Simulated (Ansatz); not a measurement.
Starting cell, Pd (fcc, Cu type):

```yaml
crystal:
  lattice:
    - [0.00000, 3.94276, 3.94276]
    - [1.97138, 1.97138, 3.94276]
    - [1.97138, 1.97138, 0.00000]
  atoms:
    - { symbol: Pd, position: [0.00000, 0.00000, 0.00000] }
    - { symbol: Pd, position: [0.50000, 0.00000, 0.00000] }
```

A phonon eigenvector at X = (0.5, 0.5, 0.0) is frozen into this cell: atom i moves by Q times the vector below, so Q is the largest atomic displacement, in Å. The cell is held. It is one choice among 2 degenerate patterns. (q is in reciprocal vectors of the primitive cell; the cell shown is doubled to hold the pattern.)

```tsv
atom	x	y	z
Pd1	0.000	1.000	0.000
Pd2	0.000	-1.000	0.000
```

All values below come from PBE (plane waves to 420 eV, PAW, scalar-relativistic; Ansatz, a first-principles code). k mesh 20×20×20 (Γ-centred), Fermi-Dirac smearing 0.05 eV. E stands for the smeared free energy. With partly filled bands, energies and forces of such displacements shift with the k mesh and the smearing. Pd is run without spin polarisation. Pd was relaxed with its symmetry unable to fall. ΔE is measured from the undisplaced structure.

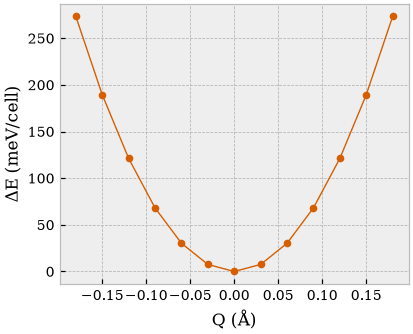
*ΔE (meV/cell) against Q (Å); computed points joined by lines.*

Question: What is the energy change at Q = 0.180 Å?

Answer: About 270 meV/cell.

Question: What harmonic wavenumber does the curvature at Q = 0 give?

Answer: About 150 cm⁻¹.

(For displaced atoms, the force is minus the slope of the energy, and its curvature is a force constant, which sets phonon frequencies.)
